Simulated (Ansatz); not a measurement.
Computed with PBE (plane waves to 420 eV, PAW; Ansatz, a first-principles code).

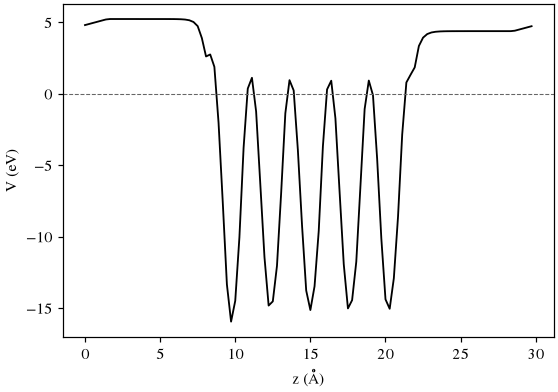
*Planar average of the electrostatic potential across the slab, in eV from the highest filled level, for the (111)B surface of zinc-blende BP, P-terminated, 2x2 with 3 H on 4 top atoms (bottom of the slab: 3 H on 4 bottom sites)*

Model: 46-atom slab, 13.8 Å thick at the start with caps and adatoms (thin: gaps and levels are the slab's own), 4x4x1 mesh, Fermi-Dirac 0.025 eV, dipole correction, 8 atoms held, the rest relaxed; symmetry of the start imposed; no spin, no spin-orbit, no U.

The vacuum level lies 4.38 eV above the highest filled level over the top face and 5.22 eV above it under the bottom face.
